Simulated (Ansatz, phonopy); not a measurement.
# How NaI (Fm-3m) expands on warming, part 3 of 5

How much does NaI expand with temperature?

Experimental results on record:
- volume expansion coefficient 135 1e-6/K near room temperature (given in “Descriptors for thermal expansion in solids”, 2017, arXiv:1701.03966)

Ansatz 0.2.0; DFT LDA, scalar-relativistic, plane waves, PAW.

So far. Step 5 (Relaxing to small residual forces and stress): The residual pressure is 3.1e-5 GPa, small enough for phonons. Step 6 (Relaxing at another setting): The residual pressure is 2.6e-4 GPa, small enough for phonons.

## 7. The quasi-harmonic study, cutoff 550 eV, k-mesh 8×8×8

The study relaxes the crystal at several strains, solves the phonons on some of them and minimises the free energy at each temperature (static energy, vibrations, the electrons in a metal, and PV under a set pressure); the q-mesh sets how far the force constants reach.

Input file input.yaml:

```yaml
crystal:
  lattice:
    - [0.0, 3.1298713051, 3.1298713051]
    - [3.1298713051, 0.0, 3.1298713051]
    - [3.1298713051, 3.1298713051, 0.0]
  atoms:
    - { symbol: Na, position: [0.0, 0.0, 0.0] }
    - { symbol: I, position: [0.5, 0.5, 0.5] }
kpoints:
  mp_grid: { grid: [8, 8, 8] }
hamiltonian:
  xc: lda
scf:
  occupations: { method: fixed }
output:
  eigenvalues: true
basis:
  ecutwfc: 550.0
phonons:
  method: dfpt
  qmesh: [4, 4, 4]
  temperatures: { t_max: 500.0, t_step: 25 }
  thermal_expansion: {}
```

Run with:

```bash
$ ansatz run input.yaml --threads 4 --pin off --max-ram 16384MiB --backend cpu --events-out ev --progress --plain --runs-dir out
```

Numbers of over 12 decimals in the logs are rounded to 6 here.

Output:

```text
[...]
Crystal: 2 atoms, lattice volume = 61.321 Å³
Basis set: ecut = 550 eV, 1807 PW (Γ), exchange–correlation on 72×72×72 points (8 copies of the dense FFT grid, shifted against one another)
Bands: 17, of which v1, the nominal top of the filled ones, is band 13 counted from 1 (12 counted from 0)
Symmetry: 48 space group operations
[...]
k-points: 29 of 512
[...]
SCF iter   1: F=—  HF=-8825.018461 eV  |F-HF|=—  |Δ(HF+E_count)|=         —  Δρ=5.80e-3  dr2=7.87e-3  ethr=1.77e-3  ⟨swp⟩=5.1  Hψ=2230  notcnv=0  defer=53
[...]
SCF iter   8: F=-8825.012902 eV  HF=-8825.012902 eV  |F-HF|=7.28e-12  |Δ(HF+E_count)|=  8.37e-11  Δρ=7.66e-8  dr2=7.03e-12  ethr=1.00e-12  ⟨swp⟩=8.6  Hψ=2829  notcnv=0
SCF 1 converged in 8 iterations: F = -8825.012902 eV  dr2 = 7.03e-12
[...]
relax step   1: F+E_penalty+E_count = -8825.01290173 eV  Δ(F+E_penalty+E_count) = +0.000e0 eV  max|allowed force component| = 2.557e-29 eV/Å  Δτ_max = 0.0000 Å  (8 SCF iters, accepted)
SCF converged after 8 iterations
Free energy (F): -8825.012902 eV
[...]
Internal energy: -8825.012902 eV  (E = F + TS)
E sigma→0 (E₀):  -8825.012902 eV
Fermi energy:    3.750881 eV
[...]
--- Stress (GPa, compression-positive) ---
        0.000261       0.000000       0.000000
       -0.000000       0.000261      -0.000000
       -0.000000       0.000000       0.000261
  P = ⅓ Tr σ = 0.0003 GPa (0.003 kbar)
--- Band table (eV; the first three rows and the last of 29) ---
  k-point 0: bands = [... 9 lower, -7.6559, 3.7509, 3.7509, 3.7509, 7.3709, 11.5874, 11.5874, 11.5874]
  k-point 1: bands = [... 9 lower, -7.5994, 3.1816, 3.6941, 3.6941, 7.9594, 11.1996, 11.7637, 11.7637]
  k-point 2: bands = [... 9 lower, -7.4562, 2.1862, 3.5646, 3.5646, 8.6691, 11.3274, 11.6887, 11.6887]
  k-point 28: bands = [... 9 lower, -7.1232, 2.0314, 2.0314, 2.5993, 9.6248, 11.2152, 11.2152, 11.7115]
── thermal expansion: 3 new cells, 3 in all ──
thermal expansion: relaxation of cell 2
thermal expansion: relaxation of cell 3
── thermal expansion: 2 new cells, 5 in all ──
thermal expansion: relaxation of cell 4
thermal expansion: lower-state search of cell 4
thermal expansion: phonons of cell 4
thermal expansion: relaxation of cell 5
thermal expansion: phonons of cell 5
── thermal expansion: 7 new cells, 12 in all ──
thermal expansion: relaxation of cell 6
thermal expansion: relaxation of cell 7
thermal expansion: relaxation of cell 8
thermal expansion: relaxation of cell 9
thermal expansion: relaxation of cell 10
thermal expansion: relaxation of cell 11
thermal expansion: relaxation of cell 12
thermal expansion: phonons of cell 6
thermal expansion: phonons of cell 7
thermal expansion: phonons of cell 8
thermal expansion: phonons of cell 9
--- Relaxed structure (1 steps of the walk, 1 accepted, 0 SCFs on fresh bases) ---
  F+E_penalty+E_count = -8825.01290173 eV   max|allowed force component| = 2.557e-29 eV/Å
  atoms:
    - { symbol: Na, position: [0.0, 0.0, 0.0] }
    - { symbol: I, position: [0.5, 0.5, 0.5] }
--- Thermal expansion: 12 cells in 3 rounds, 0 GPa ---
  no lower state was reached at cell 4
  without vibrations: a 4.42632, b 4.42632, c 4.42632 Å, V 61.3217 Å³, B 20.77 GPa
  at 0 K: a 4.43933, b 4.43933, c 4.43933 Å, V 61.8640 Å³, B 20.21 GPa
  zero-point expansion: a +0.294, b +0.294, c +0.294, V +0.884 %
      T/K        a/Å        b/Å        c/Å       V/Å³ | expansion of a, b, c, V (1e-6/K)   | that of V in the mean from 25 °C | C_P, C_V (J/mol K of the cell) | B_T, B_S (GPa)
     0.00    4.43933    4.43933    4.43933    61.8640 |    0.00    0.00    0.00    0.00 |   97.53 |     0.000     0.000 |    20.21    20.21
    50.00    4.44108    4.44108    4.44108    61.9369 |   19.53   19.53   19.53   58.59 |  112.57 |    28.459    28.331 |    20.01    20.10
   100.00    4.44715    4.44715    4.44715    62.1913 |   32.78   32.78   32.78   98.33 |  120.82 |    42.668    41.964 |    19.45    19.78
   150.00    4.45509    4.45509    4.45509    62.5252 |   38.02   38.02   38.02  114.07 |  126.23 |    47.488    46.105 |    18.81    19.38
   200.00    4.46395    4.46395    4.46395    62.8988 |   41.24   41.24   41.24  123.72 |  130.80 |    49.841    47.738 |    18.14    18.94
   250.00    4.47347    4.47347    4.47347    63.3020 |   43.93   43.93   43.93  131.80 |  135.18 |    51.411    48.525 |    17.43    18.47
   298.15    4.48321    4.48321    4.48321    63.7168 |   46.50   46.50   46.50  139.51 |       - |    52.668    48.946 |    16.72    17.99
   325.00    4.48891    4.48891    4.48891    63.9597 |   48.01   48.01   48.01  144.04 |  142.02 |    53.338    49.105 |    16.30    17.71
   375.00    4.50003    4.50003    4.50003    64.4366 |   51.09   51.09   51.09  153.28 |  147.00 |    54.611    49.314 |    15.49    17.15
   425.00    4.51194    4.51194    4.51194    64.9494 |   54.69   54.69   54.69  164.08 |  152.50 |    56.001    49.454 |    14.63    16.56
   475.00    4.52477    4.52477    4.52477    65.5051 |   59.06   59.06   59.06  177.18 |  158.71 |    57.609    49.552 |    13.70    15.92
   500.00    4.53160    4.53160    4.53160    65.8021 |   61.64   61.64   61.64  184.92 |  162.14 |    58.535    49.590 |    13.20    15.58
  the static fit leaves 0.000 meV an atom of the energies and, of the stresses, 0.000 GPa of each cell's largest along a strain (root mean squares over the cells), whose Pulay part it has at -0.002 GPa
  vibrations' free energy: its fit leaves 0.0000 meV an atom at the most
  the electrons' free energy at temperature is not in it: every band gap is over 0.52 eV
  free energies summed between the sampled wave vectors
  estimated error of the fitted expansion in any direction: up to 0.087e-6/K, at 500 K (an estimate, not a bound: it was exceeded on models of known expansion)
  by sums over the sampled wave vectors an expansion of the volume parts by up to 0.85e-6/K
  by a static energy of one degree less an expansion of the volume parts by up to 0.58e-6/K
  band gaps on the cells' k-points are 3.305 to 3.716 eV
```

The job ended after 21 min (4 threads of Arm Neoverse V2, shared host; peak memory 1.8 GiB; 81 min of CPU time).

Numbers from this step:

```yaml
pressure: 2.61e-4 GPa
volume_expansion_coefficient_at_298_k: 139.5 1e-6/K
c_p_at_298_k: 26.33 J/mol-atom/K
entropy_at_298_k: 48.99 J/mol-atom/K
isothermal_bulk_modulus_at_298_k: 16.71 GPa
grueneisen_parameter_at_298_k: 1.828
volume_at_298_k: 31.86 Å³/atom
principal_linear_expansion_coefficients_at_298_k: 46.5, 46.5, 46.5 1e-6/K
```

Strained cells of the study; zero-point energy where phonons were solved; the pressures are stresses at a fixed cutoff and can carry an offset from the finite basis. Expansion cells, by row:

```csv
cell,|a| (Å),|b| (Å),|c| (Å),V (Å³/atom),E - E_lowest (meV/atom),"pressure, compression positive (GPa)",gap (eV),zero-point energy (meV/atom)
1,4.426,4.426,4.426,30.66,0,-0.001,3.62,-
2,4.462,4.462,4.462,31.4,1.11,-0.47,3.547,-
3,4.391,4.391,4.391,29.94,1.162,0.524,3.697,-
4,4.427,4.427,4.427,30.67,0,-0.007,3.619,18.09
5,4.449,4.449,4.449,31.13,0.454,-0.307,3.573,17.57
6,4.479,4.479,4.479,31.76,2.383,-0.673,3.513,16.89
7,4.505,4.505,4.505,32.32,5.25,-0.966,3.462,16.3
8,4.531,4.531,4.531,32.89,9.161,-1.233,3.414,15.71
9,4.557,4.557,4.557,33.47,14.06,-1.476,3.367,15.13
10,4.383,4.383,4.383,29.76,1.797,0.66,3.716,-
11,4.405,4.405,4.405,30.21,0.435,0.315,3.667,-
12,4.594,4.594,4.594,34.28,22.29,-1.774,3.305,-
```

Quasi-harmonic; a, b, c are the run's own cell vectors. Expansion, by row:

```csv
T (K),a (Å),b (Å),c (Å),alpha (deg),beta (deg),gamma (deg),cell volume (Å³/cell),alpha_a (1e-6/K),alpha_b (1e-6/K),alpha_c (1e-6/K),alpha_V (1e-6/K),C_P (J/mol-atom/K),C_V (J/mol-atom/K),S (J/mol-atom/K),B_T (GPa),B_S (GPa),Grueneisen,extrapolation,fit error (1e-6/K)
0,4.439,4.439,4.439,60,60,60,61.86,0,0,0,0,0,0,0,20.21,20.21,-,0,0
25,4.44,4.44,4.44,60,60,60,61.87,7.12,7.12,7.12,21.35,6.436,6.432,3.005,20.18,20.19,1.248,0,0
50,4.441,4.441,4.441,60,60,60,61.94,19.53,19.53,19.53,58.59,14.23,14.16,10.04,20.01,20.1,1.544,0,0.01
75,4.444,4.444,4.444,60,60,60,62.05,27.92,27.92,27.92,83.75,18.83,18.63,16.78,19.75,19.95,1.658,0,0.01
100,4.447,4.447,4.447,60,60,60,62.19,32.78,32.78,32.78,98.33,21.33,20.98,22.57,19.45,19.78,1.707,0,0.02
125,4.451,4.451,4.451,60,60,60,62.35,35.84,35.84,35.84,107.5,22.8,22.28,27.5,19.14,19.58,1.734,0,0.02
150,4.455,4.455,4.455,60,60,60,62.53,38.02,38.02,38.02,114.1,23.74,23.05,31.75,18.81,19.38,1.753,0,0.02
175,4.459,4.459,4.459,60,60,60,62.71,39.75,39.75,39.75,119.2,24.41,23.54,35.46,18.48,19.16,1.767,0,0.03
200,4.464,4.464,4.464,60,60,60,62.9,41.24,41.24,41.24,123.7,24.92,23.87,38.76,18.14,18.94,1.781,0,0.03
225,4.469,4.469,4.469,60,60,60,63.1,42.61,42.61,42.61,127.8,25.34,24.1,41.72,17.79,18.71,1.793,0,0.04
250,4.473,4.473,4.473,60,60,60,63.3,43.93,43.93,43.93,131.8,25.7,24.26,44.4,17.43,18.47,1.805,0,0.04
275,4.478,4.478,4.478,60,60,60,63.51,45.25,45.25,45.25,135.8,26.04,24.39,46.87,17.06,18.22,1.817,0,0.05
298.1,4.483,4.483,4.483,60,60,60,63.72,46.5,46.5,46.5,139.5,26.33,24.47,48.99,16.72,17.99,1.828,0,0.05
300,4.484,4.484,4.484,60,60,60,63.73,46.6,46.6,46.6,139.8,26.36,24.48,49.15,16.69,17.97,1.829,0,0.05
325,4.489,4.489,4.489,60,60,60,63.96,48.01,48.01,48.01,144,26.67,24.55,51.27,16.3,17.71,1.842,0,0.05
350,4.494,4.494,4.494,60,60,60,64.19,49.5,49.5,49.5,148.5,26.98,24.61,53.26,15.9,17.43,1.855,0,0.06
375,4.5,4.5,4.5,60,60,60,64.44,51.09,51.09,51.09,153.3,27.3,24.66,55.13,15.49,17.15,1.868,0,0.06
400,4.506,4.506,4.506,60,60,60,64.69,52.82,52.82,52.82,158.4,27.64,24.7,56.9,15.07,16.86,1.883,0,0.07
425,4.512,4.512,4.512,60,60,60,64.95,54.69,54.69,54.69,164.1,28,24.73,58.59,14.63,16.56,1.898,0,0.07
450,4.518,4.518,4.518,60,60,60,65.22,56.76,56.76,56.76,170.3,28.39,24.75,60.2,14.17,16.25,1.915,0,0.07
475,4.525,4.525,4.525,60,60,60,65.51,59.06,59.06,59.06,177.2,28.8,24.78,61.75,13.7,15.92,1.932,0,0.07
500,4.532,4.532,4.532,60,60,60,65.8,61.64,61.64,61.64,184.9,29.27,24.8,63.24,13.2,15.58,1.951,0,0.09
```

Expansion coefficient against temperature; values in 1e-6/K:

```csv
temperature (K),volume,principal 1
0,0,0
25,21.4,7.12
50,58.6,19.5
75,83.8,27.9
100,98.3,32.8
125,108,35.8
150,114,38.0
175,119,39.8
200,124,41.2
225,128,42.6
250,132,43.9
275,136,45.2
298,140,46.5
300,140,46.6
325,144,48.0
350,148,49.5
375,153,51.1
400,158,52.8
425,164,54.7
450,170,56.8
475,177,59.1
500,185,61.6
```

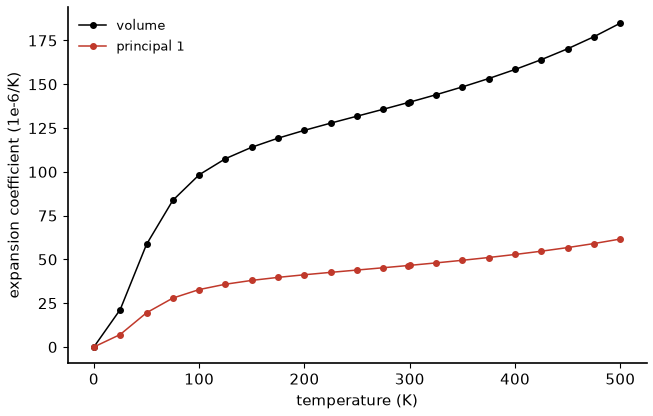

Expansion coefficient against temperature.

At 298 K the volume expansion is 140 × 10⁻⁶/K and B_T is 16.7 GPa.

## 8. Quasi-harmonic fit by phonopy

This step: DFT LDA, scalar-relativistic, plane waves, PAW (phonopy 4.10.0).

This step gave:

| Quantity | Value |
| --- | --- |
| volume expansion coefficient at 300 K | 140.0 1e-6/K |
| isothermal bulk modulus at 300 K | 16.67 GPa |
| C_P at 300 K | 26.38 J/mol-atom/K |
| Grüneisen parameter at 300 K | 1.829 |

Energy (each curve on its own zero) against volume; values in meV/atom:

```csv
volume (Å³/atom),static,F at 0 K,F at 300 K,F at 500 K
30.67,0,1.47,6.24,10.3
31.13,0.45,1.41,4.62,7.31
31.76,2.38,2.66,3.71,4.57
32.32,5.25,4.93,4.02,3.23
32.89,9.16,8.26,5.28,2.78
33.47,14.1,12.6,7.44,3.16
```

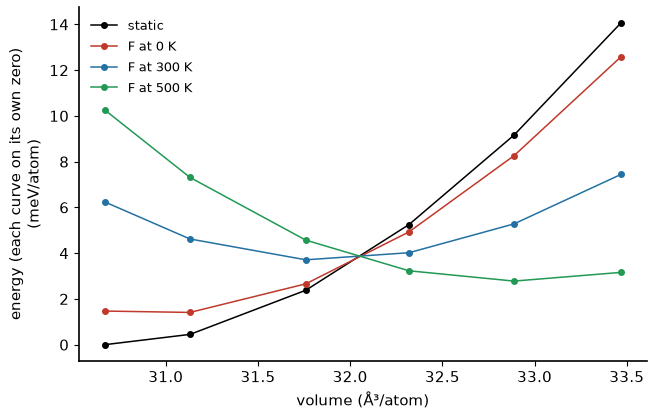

Energy (each curve on its own zero) against volume.

Phonopy-qha, vinet fit of F(V) at each temperature. Qha vinet, by row:

```csv
T (K),fitted volume (Å³/atom),alpha_V (1e-6/K),B_T (GPa),C_P (J/mol-atom/K),Grueneisen
75,31.02,81.98,19.75,18.81,1.624
100,31.1,97.4,19.46,21.39,1.692
125,31.18,107,19.15,22.87,1.727
150,31.26,113.8,18.82,23.81,1.748
175,31.35,119,18.49,24.47,1.765
200,31.45,123.6,18.14,24.97,1.779
225,31.55,127.8,17.79,25.38,1.792
250,31.65,131.8,17.42,25.74,1.804
275,31.76,135.8,17.05,26.07,1.816
300,31.87,140,16.67,26.38,1.829
325,31.98,144.3,16.27,26.7,1.842
350,32.1,148.8,15.87,27.01,1.856
375,32.22,153.7,15.46,27.33,1.87
400,32.34,158.9,15.04,27.67,1.885
425,32.48,164.5,14.61,28.02,1.9
450,32.61,170.6,14.17,28.41,1.917
475,32.75,177.2,13.71,28.82,1.935
```

The volume expansion coefficient by temperature; values in 1e-6/K:

```csv
temperature (K),"phonopy-qha, Vinet",Ansatz's own study
75,82.0,83.8
100,97.4,98.3
125,107,108
150,114,114
175,119,119
200,124,124
225,128,128
250,132,132
275,136,136
300,140,140
325,144,144
350,149,148
375,154,153
400,159,158
425,164,164
450,171,170
475,177,177
```

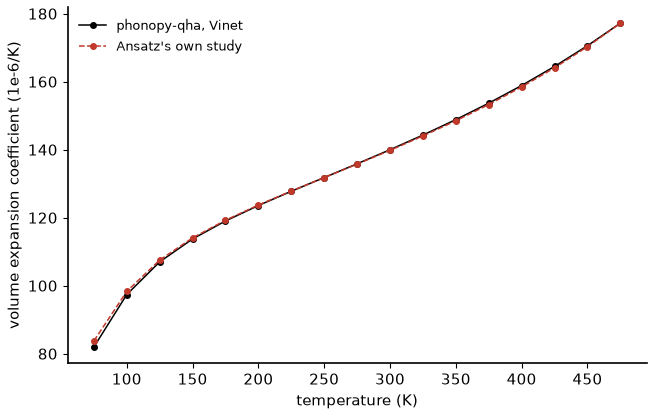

Volume expansion coefficient against temperature.

The fit gives a volume expansion of 140 × 10⁻⁶/K at 300 K, against 140 at 298 K from the study itself, whose static fit uses more cells.

(Continued in part 4 of 5.)

[Logs are printed without paths, hosts, clocks, repeated set-up lines and the standing remarks that a program may print on its own settings, such as how far it seeks lower states.]

[Hosts, paths, dates, database ids (printed as entryN), source tags and the programs' standing remarks are cut or masked in the printed files.]

[A step with changed settings may run another functional than the one named; its input shows which.]
